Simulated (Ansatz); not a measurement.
**Amorphous Si₃₀N₄₁Al**

Preparation: random packing, a CHGNet melt and quench, and a DFT relaxation. N atoms were pushed apart under 1.9 Å during the dynamics, to hinder bonds among them. The hot cell started wider than the set density and was brought back towards it in steps. It is the lowest in DFT energy of 2 quenches. It is a model cell: composition and starting density were chosen by hand, and all elements were melted together. No dispersion term was used.

Methods: PBE, scalar-relativistic without spin-orbit coupling (Ansatz, a program for electronic structure); r2SCAN, scalar-relativistic without spin-orbit coupling (Ansatz); HSE06, scalar-relativistic without spin-orbit coupling (Ansatz). Geometry, pressure, stress and energy are those of the PBE run. Its sampling: a 2×2×2 Γ-centred mesh; Fermi-Dirac width 0.02 eV; no spin polarisation. Other functionals are single points at the zone centre (r2SCAN at 500 eV; exact exchange cut at the cell's faces), free to take moments where seeds were set. At PBE the levels at the filled edge of the gap are localised (band-tail or defect states), and the nearest spread-out levels lie 3.2 eV apart at the zone centre.

```json
{
  "number_of_atoms_in_the_cell": "72",
  "Density (held, not predicted)": "2.96 g/cm³",
  "volume_per_atom": "75.8 bohr³",
  "Pressure on a 2×2×2 Γ-centred mesh": "4.27 GPa",
  "Largest force and stress component on that mesh (the relaxation ran on the zone centre alone)": "0.14 eV/Å and 4.3 GPa",
  "Energy relative to beta Si3N4 + wurtzite AlN (lowest mix at this level among the phases computed, not always the ambient ones)": "0.356 eV/atom",
  "Level gap on a 2×2×2 Γ-centred mesh (PBE)": "2.05 eV",
  "Level gap at the zone centre (PBE)": "2.07 eV",
  "Level gap at the zone centre (r2SCAN)": "2.45 eV",
  "Level gap at the zone centre (HSE06)": "3.40 eV"
}
```

Neighbours within Si-Si 2.60 Å, Si-N 2.20 Å, Si-Al 2.55 Å, N-N 1.70 Å, N-Al 2.30 Å, Al-Al 2.66 Å count as bonded. Two cations that share two anions don't count as bonded, nor two that share one unless they lie closer than Si-Si 2.38 Å, Si-Al 2.48 Å, Al-Al 2.59 Å.

The mean coordination of Si by anions comes out as 4.03 (1 with 3, 27 with 4, 2 with 5), the mean coordination of N is 3.02 (40 with 3, 1 with 4) and the mean coordination of Al by anions comes out as 3.00 (1 with 3). The mean Si-N bond comes out as 1.758 Å (spread 0.065 Å, 121 counted) and the mean N-Al bond comes out as 1.812 Å (spread 0.011 Å, 3 counted).

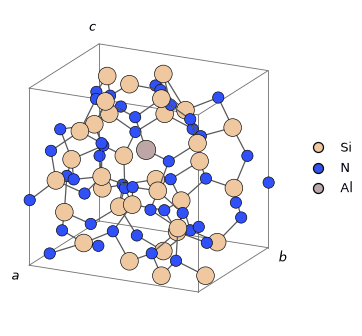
Figure: The relaxed cell

Its density started from a set value of 2.96 g/cm³. Cooling (nominally 380 K/ps over its main leg) ran many orders faster than in experiment, which tends to leave more defects and strain. Values belong to this one cell and scatter from quench to quench. The volume was held where the preparation left it and the shape relaxed, at a PBE pressure of 4.3 GPa. Stress components on the final sampling reach 4.3 GPa. On a 2×2×2 Γ-centred mesh force components of up to 0.14 eV/Å stay, since the relaxation ran on the zone centre alone.
